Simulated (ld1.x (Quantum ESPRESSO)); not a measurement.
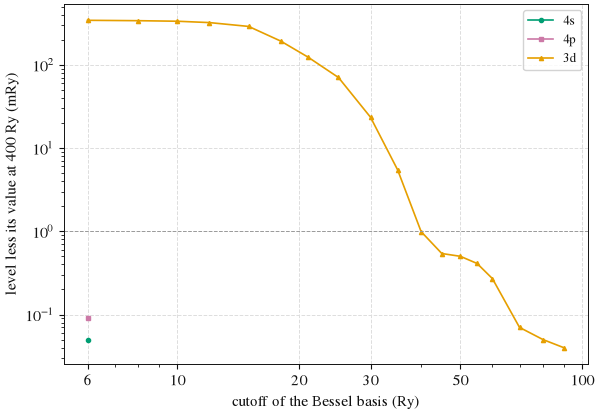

The pseudo-atom Hamiltonian at the reference potential is diagonalised in spherical Bessel functions (20 bohr box) up to the cutoff. Curves: distance of each valence level from its value at 400 Ry.

Ld1.x (Quantum ESPRESSO) 7.5 input:

```
 &input
   title='Ti', zed=22., rel=1, dft='REVPBE', iswitch=3,
   config='[Ar] 3d2 4s2 4p0 4f-2'
 /
 &inputp
   pseudotype=3, lpaw=.true., tm=.true., lloc=-1, rcloc=2.50,
   nlcc=.true., new_core_ps=.true.,
   which_augfun='PSQ', rmatch_augfun_nc=.true.
 /
7
4S  1  0   2.00   0.00  2.90  3.20  0.0
4S  1  0   0.00   0.20  2.90  3.20  0.0
4P  2  1   0.00   0.00  2.00  2.80  0.0
4P  2  1   0.00   2.30  2.00  2.80  0.0
3D  3  2   2.00   0.00  1.50  1.60  0.0
3D  3  2   0.00   1.00  1.50  1.60  0.0
4F  4  3  -2.00   0.30  2.10  2.90  0.0
 &test
   configts(1)='3d2 4s2 4p0'
 /
```

Question: Which occupied shell is the hardest?

Answer: 3d: its level needs 40 Ry to come within 1 mRy, against 6 Ry or less for 4s.

Question: At which cutoff does each level come within 1 mRy for good?

Answer: 4s: 6 Ry or less; 4p: 6 Ry or less; 3d: 40 Ry.

Question: What cutoffs are needed for 10 mRy and 1 mRy in the sum of levels?

Answer: 40 Ry and 55 Ry, on the ladder of cutoffs that was run.
